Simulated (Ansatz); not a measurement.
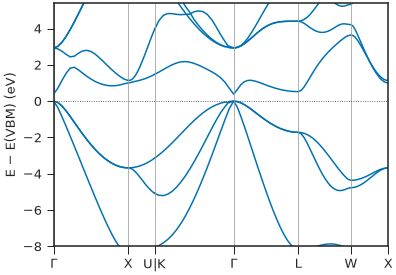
Fig. 1. Band structure from the program Ansatz at the r²SCAN level (PAW)

Read off the gap and where the band edges lie.

About 0.4 eV (0.39 eV by a search for the band edges); maximum at Γ, minimum at Γ.

The material is BiB (zinc blende, F-43m).

The cell is a constructed one: a structure type filled with these elements; neither database checked (COD, Materials Project) lists it. Its standing as an ambient phase is unchecked. The cell was relaxed with r²SCAN under the symmetry of its start; of distortions, only those at the zone centre were tested. Scalar-relativistic: spin–orbit coupling is off unless named, which matters more the heavier the elements.

Potentials: the later of the program's two PAW sets.
